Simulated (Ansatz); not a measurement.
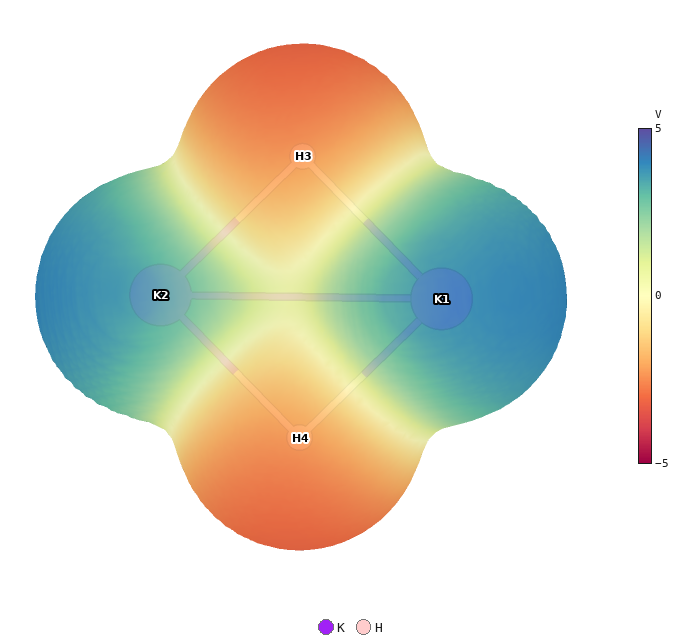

Figure. H₂K₂. The electrostatic potential painted on the density surface at 0.004 e/bohr³, seen at a tilt; red is negative and blue positive.

Geometry: r2SCAN-D4/def2-TZVP.

These are results of Ansatz 0.2.0, RKS PBE0-D4/def2-TZVP, not measurements.

```xyz
4

K    -1.7759    0.2197    0.1428
K     1.7760   -0.2197   -0.1414
H    -0.2099   -1.7161    0.0479
H     0.2098    1.7161   -0.0493
```

### Which sites attract a positive test charge, and which a negative one?

A positive charge is drawn to the negative regions and a negative charge to the positive ones. The most negative region (about −3.1 V) lies over H3 and H4, the most positive (about +4.0 V) over K1 and K2.
